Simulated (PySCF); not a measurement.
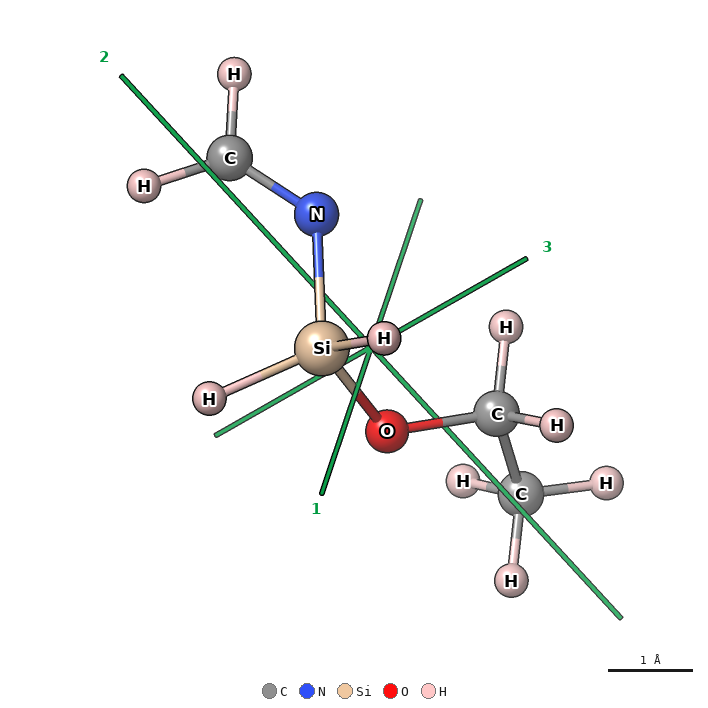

The three principal axes of inertia are drawn and numbered. Depth is shown by fading: the farther an atom, the more it takes the colour of the background. The computed structure is the end point of a PBE0-D3(BJ)/def2-SVP optimisation. No frequency run is at hand to confirm it as a minimum. Masses are those of the most abundant isotopes; constants are for the rigid equilibrium geometry.

### Which line is the a axis (least moment of inertia), which b and which c?

a is line 2, b is line 1, c is line 3; the moments are 77.4, 364, 408 u Å².

### Classify the rotor and give the rotational constants (MHz).

An asymmetric top (C1): A = 6531, B = 1387, C = 1237 MHz. Ray's parameter κ is −0.94, close to the prolate limit.
